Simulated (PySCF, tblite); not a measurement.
# C₆H₁₁Cl₂FSi: geometry, infrared bands and NMR shifts

Aim: predict the infrared bands and NMR shifts of C₆H₁₁Cl₂FSi (`C[C@@H](F)[C@H]1CC[Si@H]1C(Cl)Cl`).

Programs: tblite 0.8.0 and PySCF 2.14.0, with density-fitted response routines of our own. Each step states its level of theory. These are calculated values for one molecule in the gas phase, unless marked as measured. Atoms are numbered from 0 throughout.

### 1 The starting structure

21 atoms, charge 0, multiplicity 1; geometry from: force field or distance geometry start.

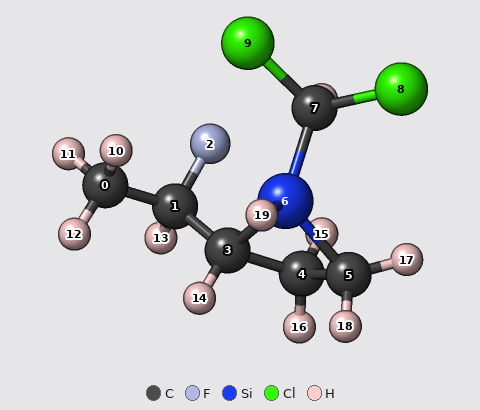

As it starts; carbon dark grey, fluorine light blue, silicon blue, chlorine green, hydrogen pink, atoms numbered.

### 2 Optimising the geometry with GFN2-xTB

The job: settings as JSON, then the geometry in Å.

```
{"job": {"kind": "relax", "xc": "GFN2-xTB", "basis": "xTB"}, "charge": 0, "multiplicity": 1}
C     -2.272900     0.945800     0.880200
C     -1.497900     0.620700    -0.382300
F     -0.689000     1.669800    -0.685100
C     -0.633500    -0.612100    -0.217100
C      0.220700    -1.013400    -1.461800
C      1.378400    -1.675700    -0.671200
Si     1.000800    -0.486600     0.751000
C      1.874800     1.103300     0.597300
Cl     3.631400     0.820800     0.734800
Cl     1.349800     2.201000     1.896900
H     -1.625700     1.162700     1.725400
H     -2.893200     1.840600     0.717000
H     -2.947400     0.124900     1.174500
H     -2.187600     0.475900    -1.207300
H     -1.224200    -1.464400     0.156600
H      0.544000    -0.156100    -2.071100
H     -0.288700    -1.694700    -2.152700
H      2.369900    -1.588100    -1.125600
H      1.202300    -2.718600    -0.399300
H      0.978400    -1.149700     2.095500
H      1.700500     1.611100    -0.356400
```

Launch:

```bash
> OMP_NUM_THREADS=1 python probes_run.py task.json out
```

One launch serves the whole session: the jobs run in the order shown.

The program printed:

```text
step      E/eV     max force
  0    -924.65179    3.098
  1    -924.83193    0.888
  2    -924.87154    0.539
  3    -924.90285    0.612
  4    -924.92992    0.431
  5    -924.94578    0.258
  6    -924.95663    0.221
  7    -924.96520    0.273
  8    -924.97270    0.279
  9    -924.97873    0.206
 10    -924.98285    0.127
 11    -924.98578    0.135
 12    -924.98830    0.175
 13    -924.99068    0.144
 14    -924.99282    0.108
 15    -924.99467    0.098
 16    -924.99628    0.125
 17    -924.99776    0.121
 18    -924.99915    0.095
 19    -925.00045    0.083
 20    -925.00167    0.093
 21    -925.00300    0.122
 22    -925.00474    0.123
 23    -925.00692    0.163
 24    -925.00919    0.172
 25    -925.01117    0.109
 26    -925.01301    0.107
 27    -925.01516    0.148
 28    -925.01772    0.159
 29    -925.02018    0.147
 30    -925.02235    0.101
 31    -925.02472    0.135
 32    -925.02777    0.166
 33    -925.03108    0.193
 34    -925.03353    0.128
 35    -925.03503    0.080
 36    -925.03628    0.104
 37    -925.03786    0.129
 38    -925.03965    0.137
 39    -925.04096    0.080
 40    -925.04171    0.064
 41    -925.04225    0.075
 42    -925.04293    0.085
 43    -925.04392    0.088
 44    -925.04491    0.067
 45    -925.04546    0.062
 46    -925.04619    0.076
 47    -925.04693    0.062
 48    -925.04781    0.069
 49    -925.04877    0.080
 50    -925.04980    0.082
 51    -925.05069    0.061
 52    -925.05135    0.048
 53    -925.05189    0.059
 54    -925.05246    0.073
 55    -925.05300    0.065
 56    -925.05354    0.086
 57    -925.05406    0.052
 58    -925.05466    0.059
 59    -925.05498    0.055
 60    -925.05558    0.051
 61    -925.05597    0.048
 62    -925.05636    0.059
 63    -925.05666    0.059
 64    -925.05692    0.035
 65    -925.05715    0.043
 66    -925.05736    0.036
 67    -925.05753    0.041
 68    -925.05764    0.025
 69    -925.05772    0.017
 70    -925.05780    0.020
 71    -925.05788    0.024
 72    -925.05795    0.020
 73    -925.05799    0.016
 74    -925.05803    0.015
 75    -925.05806    0.014
 76    -925.05812    0.013
 77    -925.05817    0.015
 78    -925.05823    0.018
 79    -925.05829    0.019
 80    -925.05836    0.019
 81    -925.05843    0.013
 82    -925.05848    0.014
 83    -925.05853    0.017
 84    -925.05859    0.017
 85    -925.05865    0.012
 86    -925.05871    0.013
 87    -925.05877    0.015
 88    -925.05883    0.017
 89    -925.05890    0.020
 90    -925.05898    0.020
 91    -925.05909    0.022
 92    -925.05915    0.041
 93    -925.05928    0.025
 94    -925.05937    0.016
 95    -925.05945    0.014
 96    -925.05949    0.016
 97    -925.05958    0.019
 98    -925.05966    0.018
 99    -925.05972    0.016
100    -925.05977    0.020
101    -925.05981    0.023
102    -925.05988    0.022
103    -925.06001    0.021
104    -925.06011    0.019
105    -925.06032    0.025
106    -925.06049    0.041
107    -925.06067    0.033
108    -925.06090    0.041
109    -925.06111    0.037
110    -925.06118    0.068
111    -925.06140    0.038
112    -925.06152    0.028
113    -925.06174    0.038
114    -925.06188    0.034
115    -925.06210    0.026
116    -925.06224    0.021
117    -925.06235    0.021
118    -925.06247    0.022
119    -925.06262    0.022
120    -925.06261    0.054
121    -925.06278    0.023
122    -925.06284    0.019
123    -925.06292    0.016
124    -925.06300    0.025
125    -925.06312    0.032
126    -925.06333    0.041
127    -925.06364    0.043
128    -925.06401    0.046
129    -925.06429    0.038
130    -925.06448    0.035
131    -925.06465    0.029
132    -925.06482    0.051
133    -925.06505    0.047
134    -925.06526    0.033
135    -925.06555    0.040
136    -925.06569    0.031
137    -925.06599    0.029
138    -925.06613    0.024
139    -925.06620    0.017
140    -925.06625    0.015
141    -925.06630    0.014
142    -925.06634    0.012
143    -925.06637    0.017
144    -925.06643    0.018
145    -925.06649    0.016
146    -925.06656    0.020
147    -925.06664    0.019
148    -925.06672    0.019
149    -925.06679    0.017
150    -925.06685    0.014
151    -925.06689    0.012
152    -925.06693    0.010
```

Wall time 1.9 s (1 thread of Arm Neoverse V1, shared host).

Step by step: (not every step is listed)

```
step  energy from step 0 (eV)  largest force (eV/Å)
   0                   0.0000                3.0976
   1                  -0.1801                0.8879
   2                  -0.2197                0.5389
   3                  -0.2511                0.6125
   4                  -0.2781                0.4311
   5                  -0.2940                0.2582
   6                  -0.3048                0.2205
   7                  -0.3134                0.2731
   8                  -0.3209                0.2792
  21                  -0.3512                0.1219
  34                  -0.3817                0.1278
  47                  -0.3951                0.0621
  60                  -0.4038                0.0509
  73                  -0.4062                0.0164
  86                  -0.4069                0.0132
  99                  -0.4079                0.0157
 112                  -0.4097                0.0276
 125                  -0.4113                0.0320
 138                  -0.4143                0.0242
 147                  -0.4149                0.0191
 148                  -0.4149                0.0193
 149                  -0.4150                0.0175
 150                  -0.4151                0.0136
 151                  -0.4151                0.0122
 152                  -0.4151                0.0100
```

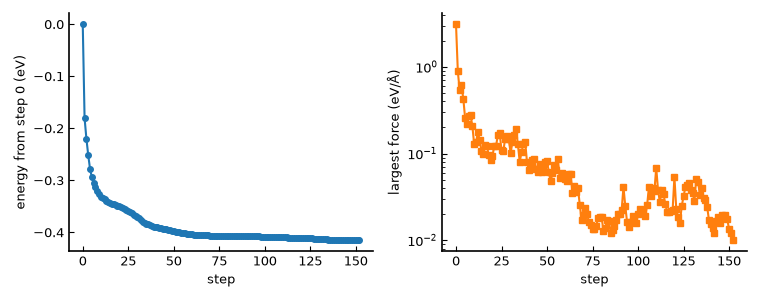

Energy and force, step by step.

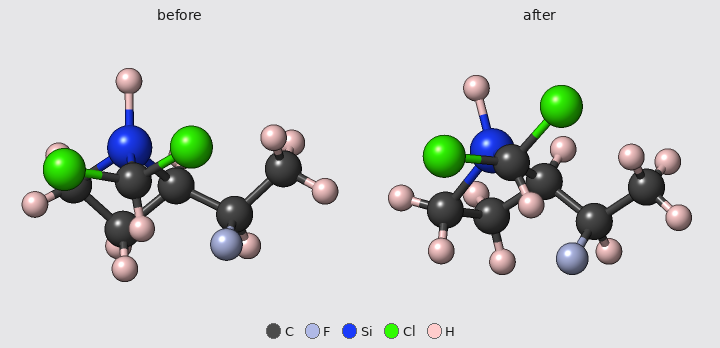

Before and after, at one scale.

Distances of close pairs at the start and the end, largest changes first:

| bond | before (Å) | after (Å) | change (Å) |
| --- | --- | --- | --- |
| Si6–C7 | 1.821 | 1.921 | +0.100 |
| Si6–H19 | 1.499 | 1.463 | -0.036 |
| C1–F2 | 1.359 | 1.393 | +0.034 |
| C3–Si6 | 1.904 | 1.923 | +0.019 |
| C3–C4 | 1.562 | 1.545 | -0.017 |
| C0–H12 | 1.102 | 1.086 | -0.017 |
| C1–H13 | 1.085 | 1.100 | +0.015 |
| C3–H14 | 1.102 | 1.088 | -0.014 |

The end geometry stands in the next job.

### 3 Vibrational analysis with GFN2-xTB

The job: settings as JSON, then the geometry in Å.

```
{"job": {"kind": "ir", "xc": "GFN2-xTB", "basis": "xTB"}, "charge": 0, "multiplicity": 1}
C     -2.002698     1.286402     0.636081
C     -1.373366     0.540222    -0.527622
F     -0.406704     1.360141    -1.104696
C     -0.713351    -0.762924    -0.111985
C     -0.101921    -1.547700    -1.294629
C      1.400439    -1.289673    -1.061223
Si     1.032656    -0.616986     0.680874
C      1.741156     1.114073     1.117047
Cl     3.510291     0.964685     1.184533
Cl     1.137380     1.612937     2.710834
H     -1.269973     1.431804     1.425683
H     -2.359576     2.258865     0.305032
H     -2.839976     0.717376     1.028972
H     -2.112640     0.369753    -1.323535
H     -1.449304    -1.345232     0.439009
H     -0.451632    -1.195868    -2.263813
H     -0.331765    -2.607795    -1.211444
H      1.792590    -0.545112    -1.751161
H      2.018120    -2.178491    -1.149365
H      1.256771    -1.469015     1.848752
H      1.514583     1.919483     0.422185
```

The program printed:

```text
mode    cm-1     km/mol
  1      34.9      0.92
  2      51.0      1.02
  3      76.3      0.88
  4      89.9      5.00
  5     103.0      0.11
  6     169.1      4.44
  7     172.1      4.70
  8     191.5      3.21
  9     202.1      5.98
 10     218.2      1.44
 11     281.7      2.08
 12     344.0      3.99
 13     439.2      7.38
 14     513.2     12.56
 15     534.5     52.87
 16     552.6      2.76
 17     625.5     36.79
 18     656.5     30.59
 19     673.6    110.30
 20     702.5     49.75
 21     706.8     65.37
 22     768.4     15.80
 23     810.9     46.82
 24     853.6     86.94
 25     886.8     24.57
 26     952.5     12.42
 27    1000.9      8.97
 28    1024.4     22.12
 29    1055.1     18.13
 30    1062.3      7.64
 31    1122.9     15.62
 32    1127.9     10.09
 33    1141.8     12.01
 34    1151.2     13.28
 35    1157.7     35.54
 36    1192.4     16.68
 37    1213.2      4.23
 38    1267.4      0.96
 39    1281.0     17.88
 40    1298.7      7.14
 41    1312.4      9.46
 42    1401.3     13.22
 43    1452.5      4.27
 44    1475.7      0.22
 45    1484.0      2.60
 46    1485.4      1.01
 47    2286.2    218.87
 48    2881.5     61.44
 49    2975.6      1.72
 50    2992.3     11.23
 51    2999.5     22.32
 52    3011.3     19.09
 53    3016.1     50.85
 54    3030.8     29.77
 55    3044.4     14.59
 56    3054.1      7.68
 57    3057.1     17.06
```

Run time: 1.4 s. Hardware: 1 thread of Arm Neoverse V1, shared host.

The strongest bands and the atoms that carry them (share of the mass-weighted mode):

```csv
cm⁻¹,km/mol,atoms
534,52.9,H19 47 %
674,110.3,"H19 64 %, C7 14 %"
702,49.8,"H17 30 %, H18 22 %, C5 16 %"
707,65.4,"C3 27 %, Si6 21 %, C5 14 %, H19 11 %"
854,86.9,"H18 17 %, H14 13 %, Si6 12 %, C3 11 %"
2286,218.9,H19 97 %
2882,61.4,H13 93 %
3016,50.9,"H16 64 %, H17 15 %"
```

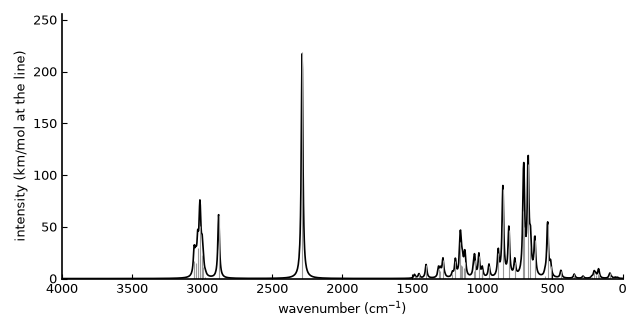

The infrared spectrum from these modes, unscaled. Lines are broadened to a width of 14 cm⁻¹ (Lorentzian).

### 4 NMR shieldings: PBE0/pcSseg-1

The job, as its differences from that of step 3:

```diff
@@ -1,2 +1,2 @@
-{"job": {"kind": "ir", "xc": "GFN2-xTB", "basis": "xTB"}, "charge": 0, "multiplicity": 1}
+{"job": {"kind": "nmr", "xc": "PBE0", "basis": "pcSseg-1"}, "charge": 0, "multiplicity": 1}
 C     -2.002698     1.286402     0.636081
```

With the program's defaults for keys left out, this is: GIAO PBE0/pcSseg-1 NMR shielding, non-relativistic, gas phase.

The program printed:

```text
coarse grid: 19296 points
cycle   1  E = -1543.9334727889  dE =  1.120e+00  |g| = 6.529e-01  |ddm| = 4.154e+00
cycle   2  E = -1543.8565560024  dE =  7.692e-02  |g| = 9.082e-01  |ddm| = 1.268e+00
cycle   3  E = -1544.0259721773  dE = -1.694e-01  |g| = 9.082e-02  |ddm| = 7.966e-01
cycle   4  E = -1544.0275869419  dE = -1.615e-03  |g| = 4.059e-02  |ddm| = 1.091e-01
cycle   5  E = -1544.0279731943  dE = -3.863e-04  |g| = 1.027e-02  |ddm| = 4.068e-02
cycle   6  E = -1544.0279945552  dE = -2.136e-05  |g| = 3.249e-03  |ddm| = 1.287e-02
cycle   7  E = -1544.0279966931  dE = -2.138e-06  |g| = 7.619e-04  |ddm| = 3.193e-03
final grid: 173368 points
cycle   8  E = -1544.0949223531  dE = -6.397e-05  |g| = 1.040e-02  |ddm| = 3.476e-02
cycle   9  E = -1544.0949062300  dE =  1.612e-05  |g| = 1.333e-02  |ddm| = 1.985e-02
cycle  10  E = -1544.0949471143  dE = -4.088e-05  |g| = 1.514e-03  |ddm| = 1.165e-02
cycle  11  E = -1544.0949474600  dE = -3.457e-07  |g| = 3.889e-04  |ddm| = 1.526e-03
cycle  12  E = -1544.0949474875  dE = -2.749e-08  |g| = 8.556e-05  |ddm| = 3.315e-04
cycle  13  E = -1544.0949474890  dE = -1.477e-09  |g| = 3.678e-05  |ddm| = 1.229e-04
cycle  14  E = -1544.0949474893  dE = -3.265e-10  |g| = 7.933e-06  |ddm| = 3.952e-05
converged SCF energy = -1544.0949474893

GIAO shielding tensors (ppm)
atom      isotropic    diamagn.    paramagn.     s11        s22        s33       span
  0 C      161.669     248.365     -86.696    145.775    154.040    185.193     39.419
  1 C       87.595     240.896    -153.301     56.248     78.646    127.891     71.643
  2 F      372.879     478.385    -105.506    348.639    380.286    389.711     41.072
  3 C      141.917     254.730    -112.813    117.079    149.680    158.991     41.912
  4 C      162.161     250.522     -88.361    143.938    164.707    177.839     33.901
  5 C      169.511     253.707     -84.196    142.012    174.732    191.788     49.776
  6 Si     351.541     877.919    -526.378    326.725    350.890    377.009     50.284
  7 C      114.787     249.362    -134.575     71.925    135.172    137.264     65.338
  8 Cl     749.514    1144.260    -394.746    476.641    754.184   1017.717    541.076
  9 Cl     730.108    1145.619    -415.512    456.247    732.161   1001.916    545.669
 10 H       29.882      30.237      -0.355     24.095     29.421     36.130     12.035
 11 H       30.153      28.289       1.864     26.571     26.982     36.908     10.337
 12 H       30.832      29.171       1.660     26.864     28.254     37.376     10.512
 13 H       26.777      30.306      -3.528     24.518     24.804     31.010      6.492
 14 H       29.838      33.613      -3.775     25.529     30.129     33.856      8.326
 15 H       29.573      31.262      -1.689     25.711     27.333     35.676      9.965
 16 H       29.438      31.128      -1.690     25.059     27.641     35.614     10.554
 17 H       29.816      30.780      -0.964     26.873     28.343     34.232      7.359
 18 H       30.168      29.476       0.692     25.263     27.923     37.319     12.056
 19 H       26.789      28.471      -1.682     23.526     26.339     30.503      6.976
 20 H       25.768      29.569      -3.801     21.060     25.205     31.039      9.980
```

It took 81 s on 1 thread of Arm Neoverse V1, shared host; peak memory 1.1 GiB.

The references, computed at this level on geometries of the same kind, shield at (ppm): 1H TMS 31.72, 13C TMS 186.9, 29Si TMS 349.2, 19F CFCl3 170.9, 35Cl HCl 950. Their shielding less the atom's gives the shift. The references are single molecules in the gas phase, so shifts against H2O, NH3, PH3, H3PO4 or CFCl3 are not on the usual liquid scales and can be off by tens of ppm. Atoms listed in one row are averaged.

```
        atoms                                                environment  σ (ppm)  δ (ppm)  δ scaled to CDCl3
           C1                                         sp3 CH bonded to F     87.6     99.3               95.0
           C7                               sp3 CH bonded to 2 Cl and Si    114.8     72.1               68.5
           C3                                        sp3 CH bonded to Si    141.9     45.0               42.0
           C0                                              methyl carbon    161.7     25.3               22.7
           C4                                          sp3 CH2 in a ring    162.2     24.8               22.3
           C5                                       sp3 CH2 bonded to Si    169.5     17.4               15.1
          H20                hydrogen on an sp3 CH bonded to 2 Cl and Si    25.77     5.95               5.71
          H13                          hydrogen on an sp3 CH bonded to F    26.78     4.94               4.76
          H19  hydrogen on a silicon bonded to 3 C, in a 4-membered ring    26.79     4.93                  –
          H16                           hydrogen on an sp3 CH2 in a ring    29.44     2.28               2.25
          H15                           hydrogen on an sp3 CH2 in a ring    29.57     2.14               2.13
          H17                        hydrogen on an sp3 CH2 bonded to Si    29.82     1.90               1.90
          H14                         hydrogen on an sp3 CH bonded to Si    29.84     1.88               1.88
          H18                        hydrogen on an sp3 CH2 bonded to Si    30.17     1.55               1.57
H10, H11, H12                                hydrogen on a methyl carbon    30.29     1.43               1.45
           F2                                  fluorine on an sp3 carbon    372.9   -201.9                  –
          Si6             silicon bonded to 3 C, H, in a 4-membered ring    351.5     -2.4                  –
          Cl9                                       chlorine bonded to C      730      220                  –
          Cl8                                       chlorine bonded to C      750      200                  –
```

The scaled column applies a straight-line fit of computed shieldings to shifts measured in CDCl3, with any fitted terms for Cl, Br or S neighbours, and one for carbons that bear F (root-mean-square error 0.16 ppm for H, 1.9 ppm for C).

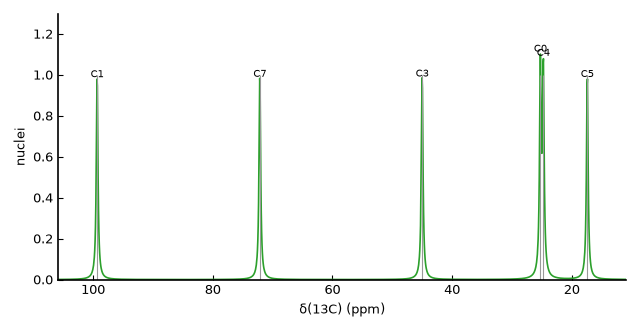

13C lines at the computed shifts, without couplings. Lines are broadened to a width of 0.33 ppm (Lorentzian).

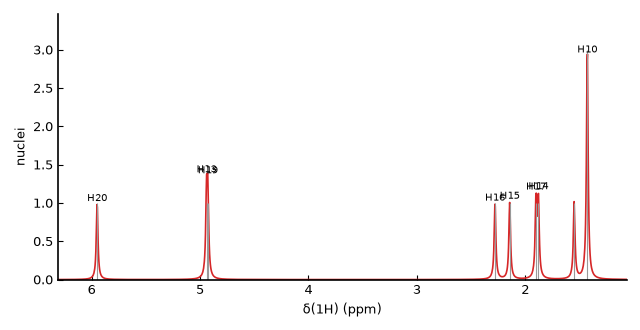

1H lines at the computed shifts, without couplings. Lines are broadened to a width of 0.02 ppm (Lorentzian).

Charges from the same density, by scheme (e):

| atoms | Mulliken | IAO | Hirshfeld | ESP fit |
| --- | --- | --- | --- | --- |
| C0 | -0.24 | -0.44 | -0.13 | -0.51 |
| C1 | 0.15 | 0.19 | 0.07 | 0.36 |
| F2 | -0.35 | -0.35 | -0.10 | -0.25 |
| C3 | -0.58 | -0.40 | -0.12 | -0.28 |
| C4 | -0.14 | -0.26 | -0.07 | -0.10 |
| C5 | -0.50 | -0.55 | -0.17 | -0.33 |
| Si6 | 0.92 | 0.88 | 0.34 | 0.51 |
| C7 | -0.48 | -0.37 | -0.06 | -0.59 |
| Cl8 | -0.08 | -0.06 | -0.05 | -0.02 |
| Cl9 | -0.08 | -0.06 | -0.03 | 0.00 |

IAO charges:

C0 -0.44; C1 0.19; F2 -0.35; C3 -0.40; C4 -0.26; C5 -0.55; Si6 0.88; C7 -0.37; Cl8 -0.06; Cl9 -0.06; H10 0.14; H11 0.15; H12 0.15; H13 0.13; H14 0.15; H15 0.14; H16 0.14; H17 0.16; H18 0.15; H19 -0.10; H20 0.20

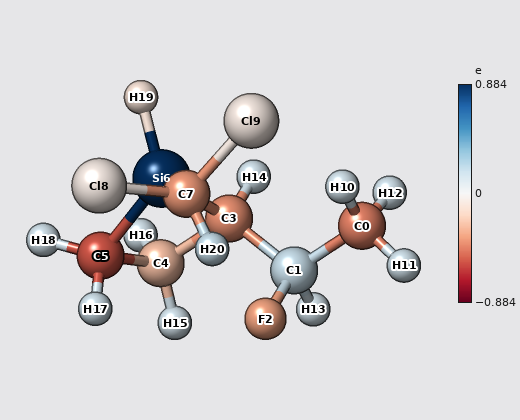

IAO charges, as colours on the atoms.

Mayer bond orders: C0–C1 1.05, C1–F2 0.83, C1–C3 0.99, C3–C4 0.98, C4–C5 1.01, C5–Si6 0.95, Si6–C7 0.74, C7–Cl8 0.99, C7–Cl9 0.98, Si6–C3 0.85.

Ring of atoms C3, C4, C5, Si6: NICS(0) -0.5, NICS(1) -0.8, NICS(1)zz 3.0 ppm (means of both faces).

### 5 Summary of results

| quantity | value |
| --- | --- |
| strongest single infrared mode (GFN2-xTB) | 2286 cm⁻¹, 219 km/mol |
| zero-point energy (GFN2-xTB) | 98.2 kcal/mol |
| 13C shifts against TMS (PBE0/pcSseg-1) | 99.3, 72.1, 45.0, 25.3, 24.8, 17.4 ppm |
| 1H shifts against TMS (PBE0/pcSseg-1, means over atoms taken as alike) | 5.95, 4.94, 4.93, 2.28, 2.14, 1.90, 1.88, 1.55, 1.43 ppm |
| 19F shifts against CFCl3 (PBE0/pcSseg-1) | -201.9 ppm |
| 29Si shifts against TMS (PBE0/pcSseg-1) | -2.4 ppm |
| 35Cl shifts against HCl (PBE0/pcSseg-1) | 220, 200 ppm |

What this shows: Relaxing lowered the energy by 0.415 eV in 152 steps; the close pair that moved most is Si6–C7, from 1.821 to 1.921 Å. All 57 modes are real, so the xTB geometry is a minimum. The strongest single mode, at 2286 cm⁻¹, moves mainly H19. GFN2-xTB is a fitted tight-binding method: band positions and strengths are rough. Its intensities can rank the bands wrongly. C7 stands next to heavy halogen, whose spin-orbit shielding this run leaves out, so the computed shift lies too far downfield, most of all for carbon beside Br or I. C1 (sp3 CH bonded to F) lies farthest downfield among carbon, at 99.3 ppm; pulled downfield by the heteroatom. H20 (hydrogen on an sp3 CH bonded to 2 Cl and Si) lies farthest downfield among hydrogen, at 5.95 ppm; its carbon carries Cl, hence the downfield position.
